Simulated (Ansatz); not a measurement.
# Transmission past a defect: W wire along [110], 5 atoms a period, vacancy of one W

Wanted: the relaxed defect and the transmission past it, beside the channels of the perfect wire.

Calculated with Ansatz 0.2.0; DFT PBE, plane waves, PAW; relaxation of a wire's period, in the first sound run; inputs show where later runs differ.

## (1) The structure

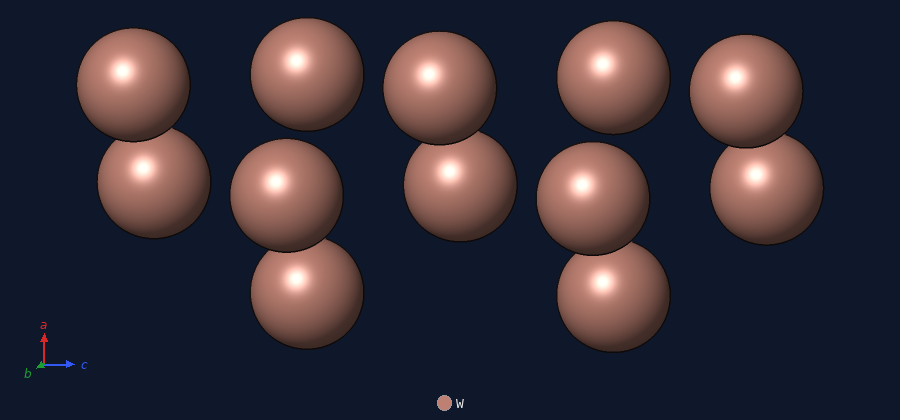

Start, viewed from the side, with the c axis across the page; tungsten pink. 1×1×2 cells are drawn. Some periodic images of atoms are drawn too.

The cell holds 5 atoms: 5 W. Its edges and angles: a = 9.970 Å, b = 9.042 Å, c = 4.483 Å, α = 90.0°, β = 90.0°, γ = 90.0°. Vacuum lies along a and b. The structure's axis is c.

## (2) Relaxation of atoms and period

Band widths follow the bond lengths, so the wire is relaxed first. The atoms and the third cell vector are free; the box across stays fixed as vacuum. A Fermi-Dirac smearing is set since the result may be a metal. The pressure printed is a third of the stress's trace over the whole box, vacuum included; only the stress along the axis is relaxed.

input.yaml

```yaml
crystal:
  lattice:
    - [9.97, 0.0, 0.0]
    - [0.0, 9.042, 0.0]
    - [0.0, 0.0, 4.4830569927]
  atoms:
    - { symbol: W, position: [0.5, 0.376023004, 0.0] }
    - { symbol: W, position: [0.658976931, 0.62392485, 0.0] }
    - { symbol: W, position: [0.341023069, 0.376023004, 0.5] }
    - { symbol: W, position: [0.5, 0.62392485, 0.5] }
    - { symbol: W, position: [0.658976931, 0.376023004, 0.5] }
kpoints:
  mp_grid: { grid: [1, 1, 18] }
scf:
  occupations: { method: fermi_dirac, width: 0.05 }
hamiltonian:
  xc: pbe
relax:
  cell: { fix: [a, b, alpha, beta, gamma] }
  max_steps: 60
```

The run is started by

```console
> ansatz run input.yaml --threads 4 --pin off --max-ram 16384MiB --backend cpu --events-out ev --progress --plain --runs-dir out
```

Numbers of over 12 decimals in the logs are rounded to 6 here.

Output:

```text
Engine: ansatz 0.2.0, aarch64-unknown-linux-gnu
Pseudopotentials: kind: paw
Pseudopotential: W, paw, valence charge 14, recommended cutoff 420 eV (normal), W.paw.azcp
Functional definition: PBE
  parameter kappa = 0.804
  parameter beta = 0.066725
  exchange = pbe_x(kappa = kappa, mu = beta*pi^2/3)
  correlation = pbe_c(beta = beta)
Crystal: 5 atoms, lattice volume = 404.142 Å³
Basis set: ecut = 420 eV, 7905 PW (Γ), exchange–correlation on 144×128×60 points (8 copies of the dense FFT grid, shifted against one another)
Bands: 42, of which v1, the nominal top of the filled ones, is band 35 counted from 1 (34 counted from 0)
Symmetry: 2 space group operations
Space group: Pm (ITA 6), of the structure as read, at distance tolerance 7.4e-5 Å
k-points: 10 of 18
Non-local potential: W, projectors of the file, l = 0: 3, l = 1: 2, l = 2: 2, l = 3: 1
PAW form: soft (Blöchl's): semilocal exchange-correlation on the pseudo side does not see the compensation charge
PAW one-centre angular grid: W, 590 points (default); XC on 64 Gauss nodes
Initial density: superposition of atomic densities (neutral atoms: chi_scale 0, normalization atom), corrected by the library's trained network
Initial wavefunctions: pseudopotential atomic-orbital guess
Functional: x = pbe(κ = 0.804, μ = 0.219515), c = pbe(β = 0.066725)
SCF iter   1: F=—  HF=-51906.077843 eV  |F-HF|=—  |Δ(HF+E_count)|=         —  Δρ=8.72e-3  dr2=4.49e-1  ethr=1.77e-3  ⟨swp⟩=8.5  Hψ=1756  notcnv=0
preconditioner: auto → LDOS  [metal: Δε(μ)=0.020 eV  Ē_g=2.654 eV  σ=0.050 eV  W_gap=0.10  n_scr=64 (ndim 8)  ℏωp=10.1 eV  f_vac=0.547  D(μ)=14.55/eV (n_scr^D=112)  β→1.0]
SCF iter   2: F=—  HF=-51906.048560 eV  |F-HF|=—  |Δ(HF+E_count)|=   2.93e-2  Δρ=4.38e-3  dr2=1.56e-1  ethr=6.41e-4  ⟨swp⟩=2.1  Hψ=721  notcnv=0
SCF iter   3: F=—  HF=-51906.038111 eV  |F-HF|=—  |Δ(HF+E_count)|=   1.04e-2  Δρ=1.87e-3  dr2=3.38e-2  ethr=2.22e-4  ⟨swp⟩=2.0  Hψ=640  notcnv=0
SCF iter   4: F=—  HF=-51906.036254 eV  |F-HF|=—  |Δ(HF+E_count)|=   1.86e-3  Δρ=9.69e-4  dr2=1.09e-2  ethr=4.82e-5  ⟨swp⟩=2.0  Hψ=535  notcnv=0
SCF iter   5: F=—  HF=-51906.035631 eV  |F-HF|=—  |Δ(HF+E_count)|=   6.23e-4  Δρ=3.92e-4  dr2=2.23e-3  ethr=1.55e-5  ⟨swp⟩=1.0  Hψ=420  notcnv=0
SCF iter   6: F=—  HF=-51906.035606 eV  |F-HF|=—  |Δ(HF+E_count)|=   2.42e-5  Δρ=1.78e-4  dr2=5.76e-4  ethr=3.19e-6  ⟨swp⟩=2.0  Hψ=431  notcnv=0
SCF iter   7: F=—  HF=-51906.035587 eV  |F-HF|=—  |Δ(HF+E_count)|=   1.95e-5  Δρ=7.28e-5  dr2=8.15e-5  ethr=8.23e-7  ⟨swp⟩=1.8  Hψ=468  notcnv=0
SCF iter   8: F=—  HF=-51906.035704 eV  |F-HF|=—  |Δ(HF+E_count)|=   1.17e-4  Δρ=3.62e-5  dr2=1.61e-5  ethr=1.16e-7  ⟨swp⟩=2.0  Hψ=557  notcnv=0
SCF iter   9: F=—  HF=-51906.035704 eV  |F-HF|=—  |Δ(HF+E_count)|=   3.70e-7  Δρ=1.47e-5  dr2=2.21e-6  ethr=2.30e-8  ⟨swp⟩=2.0  Hψ=494  notcnv=0
SCF iter  10: F=—  HF=-51906.035704 eV  |F-HF|=—  |Δ(HF+E_count)|=   2.64e-7  Δρ=6.57e-6  dr2=4.53e-7  ethr=3.15e-9  ⟨swp⟩=2.0  Hψ=566  notcnv=0
SCF iter  11: F=-51906.035704 eV  HF=-51906.035704 eV  |F-HF|=4.21e-8  |Δ(HF+E_count)|=   8.72e-8  Δρ=2.77e-6  dr2=7.51e-8  ethr=1.43e-10  ⟨swp⟩=5.8  Hψ=1570  notcnv=0
SCF 1 converged in 11 iterations: F = -51906.035704 eV  dr2 = 7.51e-8
  greatest PAW one-centre occupation: 1.000 electrons in one spin orbital (limit 2), on the W atom at site 0 (counted from 0), in its partial waves of l = 0
relax step   1: F+E_penalty+E_count = -51906.03570440 eV  Δ(F+E_penalty+E_count) = +0.000e0 eV  max|allowed force component| = 4.327e0 eV/Å  Δτ_max = 0.0000 Å  P = -7.816 GPa  Ω = 404.142 Å³  fix = [a, b, alpha, beta, gamma]  reactions: a -7.045, b -6.532 GPa; gamma +1.060 GPa/rad  (11 SCF iters, dr2 threshold 1.00e-7 eV, accepted)
Crystal: 5 atoms, lattice volume = 396.157 Å³
Basis set: ecut = 420 eV, 7765 PW (Γ), exchange–correlation on 144×128×60 points (8 copies of the dense FFT grid, shifted against one another)
Initial density: handed on by an earlier stage of this run
Initial wavefunctions: those handed on with the density
SCF iter   1: F=—  HF=-51909.444981 eV  |F-HF|=—  |Δ(HF+E_count)|=         —  Δρ=2.06e-2  dr2=3.87e0  ethr=3.10e-3  ⟨swp⟩=10.7  Hψ=2131  notcnv=0
preconditioner: auto → LDOS  [metal: Δε(μ)=0.072 eV  Ē_g=3.534 eV  σ=0.050 eV  W_gap=0.34  n_scr=64 (ndim 8)  ℏωp=10.2 eV  f_vac=0.585  D(μ)=8.56/eV (n_scr^D=48)  β→1.0]
SCF iter   2: F=—  HF=-51909.817704 eV  |F-HF|=—  |Δ(HF+E_count)|=   3.73e-1  Δρ=2.18e-2  dr2=6.75e0  ethr=3.10e-3  ⟨swp⟩=4.5  Hψ=1125  notcnv=0
SCF iter   3: F=—  HF=-51908.955942 eV  |F-HF|=—  |Δ(HF+E_count)|=   8.62e-1  Δρ=4.65e-3  dr2=2.48e-1  ethr=3.10e-3  ⟨swp⟩=3.0  Hψ=739  notcnv=0
SCF iter   4: F=—  HF=-51908.935660 eV  |F-HF|=—  |Δ(HF+E_count)|=   2.03e-2  Δρ=1.40e-3  dr2=1.19e-2  ethr=3.54e-4  ⟨swp⟩=2.4  Hψ=690  notcnv=0
SCF iter   5: F=—  HF=-51908.935236 eV  |F-HF|=—  |Δ(HF+E_count)|=   4.24e-4  Δρ=7.84e-4  dr2=1.13e-2  ethr=1.69e-5  ⟨swp⟩=2.3  Hψ=740  notcnv=0
SCF iter   6: F=—  HF=-51908.935033 eV  |F-HF|=—  |Δ(HF+E_count)|=   2.03e-4  Δρ=4.00e-4  dr2=2.75e-3  ethr=1.61e-5  ⟨swp⟩=1.0  Hψ=420  notcnv=0
SCF iter   7: F=—  HF=-51908.934915 eV  |F-HF|=—  |Δ(HF+E_count)|=   1.18e-4  Δρ=1.98e-4  dr2=7.94e-4  ethr=3.93e-6  ⟨swp⟩=1.7  Hψ=427  notcnv=0
SCF iter   8: F=—  HF=-51908.934880 eV  |F-HF|=—  |Δ(HF+E_count)|=   3.44e-5  Δρ=7.00e-5  dr2=8.29e-5  ethr=1.13e-6  ⟨swp⟩=1.4  Hψ=431  notcnv=0
SCF iter   9: F=—  HF=-51908.934994 eV  |F-HF|=—  |Δ(HF+E_count)|=   1.14e-4  Δρ=2.20e-5  dr2=4.56e-6  ethr=1.18e-7  ⟨swp⟩=2.0  Hψ=552  notcnv=0
SCF iter  10: F=—  HF=-51908.934995 eV  |F-HF|=—  |Δ(HF+E_count)|=   9.38e-7  Δρ=9.41e-6  dr2=8.78e-7  ethr=6.51e-9  ⟨swp⟩=2.0  Hψ=578  notcnv=0
SCF iter  11: F=-51908.934995 eV  HF=-51908.934995 eV  |F-HF|=6.88e-8  |Δ(HF+E_count)|=   6.75e-8  Δρ=3.56e-6  dr2=1.34e-7  ethr=7.14e-10  ⟨swp⟩=5.0  Hψ=1473  notcnv=0
SCF 2 converged in 11 iterations: F = -51908.934995 eV  dr2 = 1.34e-7
  greatest PAW one-centre occupation: 1.000 electrons in one spin orbital (limit 2), on the W atom at site 1 (counted from 0), in its partial waves of l = 0
relax step   2: F+E_penalty+E_count = -51908.93499513 eV  Δ(F+E_penalty+E_count) = -2.899e0 eV  max|allowed force component| = 1.640e0 eV/Å  Δτ_max = 0.1997 Å  P = -1.359 GPa  Ω = 396.157 Å³  energy of the carried Pulay correction = +5.138e-4 eV  fix = [a, b, alpha, beta, gamma]  reactions: a -0.887, b -1.005 GPa; gamma +0.449 GPa/rad  (11 SCF iters, dr2 threshold 5.00e-7 eV, accepted)
Crystal: 5 atoms, lattice volume = 380.856 Å³
Basis set: ecut = 420 eV, 7409 PW (Γ), exchange–correlation on 144×128×60 points (8 copies of the dense FFT grid, shifted against one another)
[...]
relax step  22: F+E_penalty+E_count = -51909.63850430 eV  Δ(F+E_penalty+E_count) = +5.674e-3 eV  max|allowed force component| = 3.703e-1 eV/Å  Δτ_max = 0.1342 Å  P = -0.463 GPa  Ω = 380.822 Å³  energy of the carried Pulay correction = +1.550e-3 eV  fix = [a, b, alpha, beta, gamma]  (10 SCF iters, dr2 threshold 1.65e-7 eV, rejected (line search))
relax step  23: F+E_penalty+E_count = -51909.64427369 eV  Δ(F+E_penalty+E_count) = -9.529e-5 eV  max|allowed force component| = 1.271e-1 eV/Å  Δτ_max = 0.0671 Å  P = +0.010 GPa  Ω = 381.157 Å³  energy of the carried Pulay correction = +1.527e-3 eV  fix = [a, b, alpha, beta, gamma]  reactions: a -0.086, b +0.054 GPa; gamma +0.035 GPa/rad  (14 SCF iters, accepted)
relax step  24: F+E_penalty+E_count = -51909.64532992 eV  Δ(F+E_penalty+E_count) = -1.056e-3 eV  max|allowed force component| = 3.351e-2 eV/Å  Δτ_max = 0.0062 Å  P = -0.018 GPa  Ω = 381.357 Å³  energy of the carried Pulay correction = +1.513e-3 eV  fix = [a, b, alpha, beta, gamma]  reactions: a -0.026, b -0.047 GPa; gamma +0.037 GPa/rad  (6 SCF iters, dr2 threshold 5.00e-7 eV, accepted)
relax step  25: F+E_penalty+E_count = -51909.64563606 eV  Δ(F+E_penalty+E_count) = -3.061e-4 eV  max|allowed force component| = 2.952e-2 eV/Å  Δτ_max = 0.0304 Å  P = -0.002 GPa  Ω = 381.574 Å³  energy of the carried Pulay correction = +1.498e-3 eV  fix = [a, b, alpha, beta, gamma]  reactions: a +0.032, b -0.068 GPa; gamma +0.019 GPa/rad  (9 SCF iters, dr2 threshold 7.02e-8 eV, accepted)
relax step  26: F+E_penalty+E_count = -51909.64560415 eV  Δ(F+E_penalty+E_count) = +3.191e-5 eV  max|allowed force component| = 7.522e-2 eV/Å  Δτ_max = 0.0422 Å  P = -0.096 GPa  Ω = 381.833 Å³  energy of the carried Pulay correction = +1.480e-3 eV  fix = [a, b, alpha, beta, gamma]  (9 SCF iters, dr2 threshold 5.45e-8 eV, rejected (line search))
relax step  27: F+E_penalty+E_count = -51909.64580209 eV  Δ(F+E_penalty+E_count) = -1.660e-4 eV  max|allowed force component| = 9.540e-3 eV/Å  Δτ_max = 0.0190 Å  P = -0.019 GPa  Ω = 381.769 Å³  energy of the carried Pulay correction = +1.484e-3 eV  fix = [a, b, alpha, beta, gamma]  reactions: a +0.033, b -0.077 GPa; gamma +0.024 GPa/rad  (13 SCF iters, accepted)
relax step  28: F+E_penalty+E_count = -51909.64584267 eV  Δ(F+E_penalty+E_count) = -4.058e-5 eV  max|allowed force component| = 8.332e-3 eV/Å  Δτ_max = 0.0133 Å  P = -0.027 GPa  Ω = 381.775 Å³  energy of the carried Pulay correction = +1.484e-3 eV  fix = [a, b, alpha, beta, gamma]  reactions: a +0.024, b -0.082 GPa; gamma +0.020 GPa/rad  (12 SCF iters, accepted)
relax step  29: F+E_penalty+E_count = -51909.64586915 eV  Δ(F+E_penalty+E_count) = -2.648e-5 eV  max|allowed force component| = 6.327e-3 eV/Å  Δτ_max = 0.0108 Å  P = -0.019 GPa  Ω = 381.693 Å³  energy of the carried Pulay correction = +1.490e-3 eV  fix = [a, b, alpha, beta, gamma]  reactions: a +0.030, b -0.077 GPa; gamma +0.016 GPa/rad  (12 SCF iters, accepted)
Initial wavefunctions: pseudopotential atomic-orbital guess (no wavefunctions were taken with the density)
iter 1 solved again at ethr=1.19e-6 eV; its pass at ethr=3.10e-3 eV (dr2=8.36e-4 eV) is discarded
SCF iter   1: F=—  HF=-51909.644175 eV  |F-HF|=—  |Δ(HF+E_count)|=         —  Δρ=7.70e-5  dr2=3.10e-6  ethr=1.19e-6  ⟨swp⟩=4.2  Hψ=2997  notcnv=0
eigensolver tolerance schedule: the retry pair's looser diagonalisation over-reported the residual by 269.09 of it (diagonalisation noise at 0.12 of the residual, at the tolerance the schedule requests for it); recorded, not acted on — ethr = c·dr2/N_el stays at c = 1.0e-1
preconditioner: auto → LDOS  [metal: Δε(μ)=0.040 eV  Ē_g=3.561 eV  σ=0.050 eV  W_gap=0.20  n_scr=56 (ndim 8)  ℏωp=10.4 eV  f_vac=0.578  D(μ)=7.80/eV (n_scr^D=44)  β→1.0]
SCF iter   2: F=—  HF=-51909.644315 eV  |F-HF|=—  |Δ(HF+E_count)|=   1.40e-4  Δρ=9.21e-6  dr2=2.92e-7  ethr=4.42e-9  ⟨swp⟩=2.7  Hψ=870  notcnv=0
SCF iter   3: F=—  HF=-51909.644315 eV  |F-HF|=—  |Δ(HF+E_count)|=   6.30e-8  Δρ=4.16e-6  dr2=1.75e-7  ethr=4.17e-10  ⟨swp⟩=2.7  Hψ=816  notcnv=0
SCF iter   4: F=—  HF=-51909.644315 eV  |F-HF|=—  |Δ(HF+E_count)|=   3.51e-8  Δρ=1.28e-6  dr2=6.29e-9  ethr=2.50e-10  ⟨swp⟩=2.0  Hψ=573  notcnv=0
SCF iter   5: F=—  HF=-51909.644315 eV  |F-HF|=—  |Δ(HF+E_count)|=   2.60e-9  Δρ=2.83e-7  dr2=3.68e-10  ethr=8.98e-12  ⟨swp⟩=3.1  Hψ=906  notcnv=0
SCF iter   6: F=—  HF=-51909.644315 eV  |F-HF|=—  |Δ(HF+E_count)|=  4.37e-11  Δρ=9.63e-8  dr2=7.67e-11  ethr=1.00e-12  ⟨swp⟩=6.2  Hψ=1770  notcnv=0
SCF iter   7: F=-51909.644315 eV  HF=-51909.644315 eV  |F-HF|=0.00e0  |Δ(HF+E_count)|=  1.46e-11  Δρ=2.51e-8  dr2=7.35e-12  ethr=1.00e-12  ⟨swp⟩=5.0  Hψ=1476  notcnv=0
SCF 30 converged in 7 iterations: F = -51909.644315 eV  dr2 = 7.35e-12
relax step  30: F+E_penalty+E_count = -51909.64431478 eV  Δ(F+E_penalty+E_count) = +1.554e-3 eV  max|allowed force component| = 6.369e-3 eV/Å  Δτ_max = 0.0000 Å  P = -0.018 GPa  Ω = 381.693 Å³  fix = [a, b, alpha, beta, gamma]  reactions: a +0.033, b -0.075 GPa; gamma +0.016 GPa/rad  stress off target by 1.15e-2 GPa on what of the cell is left free  SCF on the basis re-selected at this cell (its energy is not comparable with the rows above)  (7 SCF iters)
basis re-selected at this cell: Δ(F+E_penalty+E_count) = +1.554e-3 eV, ΔP = +0.001 GPa vs the last step (what re-selecting the basis moved, of the pressure what is left beyond the Pulay correction that the steps carried, after the strain that the cell walked since its last selection, with what the two solves' SCF thresholds leave and, on support functions, any second-order correction that the steps lacked; it is no m [...]
SCF converged after 7 iterations
Free energy (F): -51909.644315 eV
Harris-Foulkes:  -51909.644315 eV  (|F-HF|=0.00e0)
Internal energy: -51909.581066 eV  (E = F + TS)
E sigma→0 (E₀):  -51909.612690 eV
Entropy (-TS):   -0.063249 eV (-12.650 meV/atom)
Fermi energy:    1.725263 eV
--- Per-component energies (eV) ---
  E_band       = -1833.819097
  E_kinetic    = 2235.642484
  E_local      = -19960.814946  (includes V_loc(G=0)·N_el)
  E_nonlocal   = 22.692460
  E_hartree    = 8834.987335
  E_xc         = -1319.390434
  E_vxc        = -1173.657180  (∫ρ·V_xc dr)
  E_paw        = -42815.938429  (= ΣΔE_a)
  E_vpaw       = -627.656291  (= ΣTr[D̂ρ^β])
  E_aug_tail   = -0.000300  (compensation charges beyond the density's cutoff)
  E_ewald      = 1093.240766
  E_smearing   = -0.063249  (= −TS)
  E_closure    = 0.000000  (closes the sum)
  Σ components = -51909.644315   (vs F -51909.644315, Δ=0.00e0)
--- Forces (eV/Å), atoms counted from 1 ---
  atom   1  W     -0.00100164     0.00038233     0.00000000
  atom   2  W      0.00361210     0.00219616     0.00000000
  atom   3  W      0.00579656     0.00190953     0.00000000
  atom   4  W     -0.00636898    -0.00266202     0.00000000
  atom   5  W     -0.00203635    -0.00182891     0.00000000
  max |Σ_I F_I| component: 2.91e-6 eV/Å
--- Stress (GPa, compression-positive) ---
        0.032786      -0.015732       0.000000
       -0.015732      -0.075329       0.000000
        0.000000       0.000000      -0.011456
  P = ⅓ Tr σ = -0.0180 GPa (-0.180 kbar)
--- Relaxed structure (29 steps of the walk, 24 accepted, 1 SCFs on fresh bases) ---
  F+E_penalty+E_count = -51909.64431478 eV   max|allowed force component| = 6.369e-3 eV/Å   (the final SCF, on the basis selected at the relaxed cell)
  cell:  # Å, volume = 381.6928 Å³
    - [9.97, 0, 0.0]
    - [0, 9.042, 0.0]
    - [0.0, 0.0, 4.234034]
  atoms:
    - { symbol: W, position: [0.450003, 0.419409, 0.0] }
    - { symbol: W, position: [0.689474, 0.482532, 0.0] }
    - { symbol: W, position: [0.349678, 0.517040, 0.5] }
    - { symbol: W, position: [0.578456, 0.611021, 0.5] }
    - { symbol: W, position: [0.591366, 0.345917, 0.5] }
```

Elapsed: 2.3 min, on 4 threads of Arm Neoverse V1, shared host; peak memory 0.7 GiB; 8.9 min of CPU time.

Relaxation path (22 of 30):

```
step  energy less that of the first step (eV)  largest force component (eV/Å)  pressure (GPa)  volume (Å³)
   1                                   0.0000                          4.3273           -7.82       404.14
   2                                  -2.8993                          1.6405           -1.36       396.16
   4                                  -3.3763                          1.4813            1.46       374.26
   5                                  -3.5448                          0.3459            0.02       381.81
   7                                  -3.5540                          0.0615            0.16       382.45
   8                                  -3.5543                          0.0660            0.17       382.56
   9                                  -3.5549                          0.1042            0.06       382.45
  11                                  -3.5661                          0.0265            0.05       382.52
  12                                  -3.5671                          0.1543           -0.17       382.55
  13                                  -3.5822                          0.0506            0.01       382.23
  15                                  -3.5885                          0.0615            0.01       382.30
  16                                  -3.5919                          0.2465           -0.23       382.02
  18                                  -3.5969                          0.1128           -0.12       381.93
  19                                  -3.6011                          0.0598           -0.06       382.00
  20                                  -3.6039                          0.1869           -0.25       381.98
  22                                  -3.6028                          0.3703           -0.46       380.82
  23                                  -3.6086                          0.1271            0.01       381.16
  24                                  -3.6096                          0.0335           -0.02       381.36
  26                                  -3.6099                          0.0752           -0.10       381.83
  27                                  -3.6101                          0.0095           -0.02       381.77
  29                                  -3.6102                          0.0063           -0.02       381.69
 30*                                  -3.6086                          0.0064           -0.02       381.69
```

Relaxation steps marked * repeat the geometry before them on a plane-wave basis chosen anew for their cell, so energy and pressure can jump there. Other such steps can lie between the rows shown. Relaxation steps 4, 14, 17, 22, 26 were tried and not accepted.

The run keeps the 2 symmetry operations that it works with, so distortions that break them were not tested.

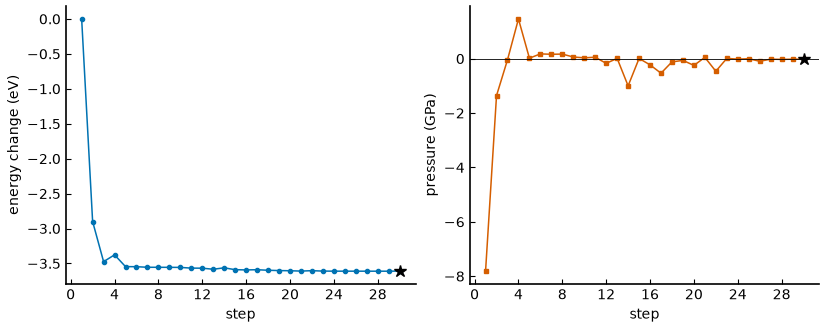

Energy and pressure along the relaxation. Stars mark steps on a basis chosen anew.

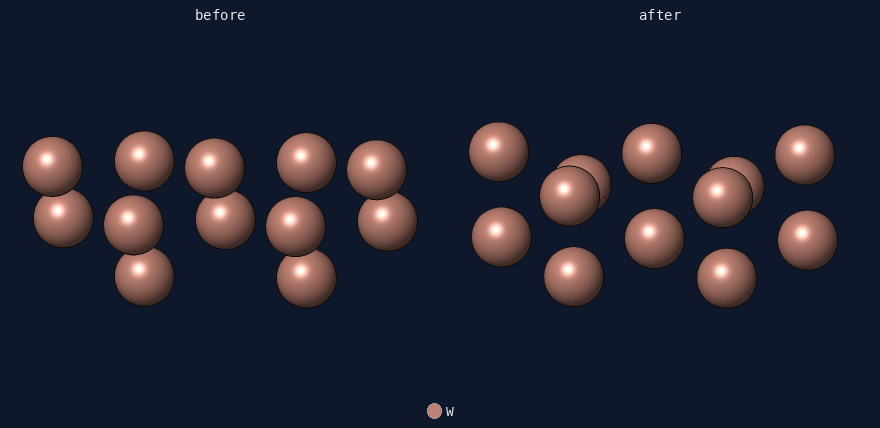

Before and after, at one scale.

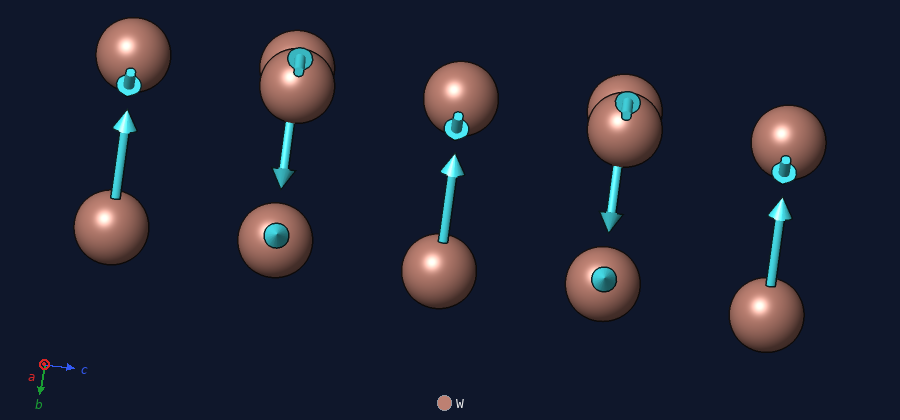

Displacements in the relaxation, scaled, measured against the changing cell; the longest in the cell stands for 1.31 Å. 1×1×2 cells are drawn. Some periodic images of atoms are drawn too.

```
cell as run  before  after  change
      c (Å)   4.483  4.234  -5.6 %
```

The atoms that moved most (Å, along periodic axes as changes of fractional coordinates times the final cell, across vacuum about the mean position):

```
atom      dx      dy     dz  length
  W2   0.304  -1.278  0.000   1.314
  W3   0.086   1.275  0.000   1.278
  W4   0.782  -0.117  0.000   0.791
  W5  -0.674  -0.272  0.000   0.727
  W1  -0.498   0.392  0.000   0.634
```

The relaxed structure:

```xyz
5
Lattice="9.9700 0.0000 0.0000 0.0000 9.0420 0.0000 0.0000 0.0000 4.2340" Properties=species:S:1:pos:R:3
W     4.4865    3.7923    0.0000
W     6.8741    4.3631    0.0000
W     3.4863    4.6751    2.1170
W     5.7672    5.5249    2.1170
W     5.8959    3.1278    2.1170
```

This step gave:

| Item | Value |
| --- | --- |
| energy at zero smearing | -51909.6127 eV |
| cell length along the wire | 4.234 Å |

The cell's length comes to 4.234 Å with spin left out.

[end of part 1 of 4]

[Logs are printed without paths, hosts, clocks, repeated set-up lines and the standing remarks that a program may print on its own settings, such as how far it seeks lower states.]

[Hosts, paths, dates, database ids (printed as entryN), source tags and the programs' standing remarks are cut or masked in the printed files.]
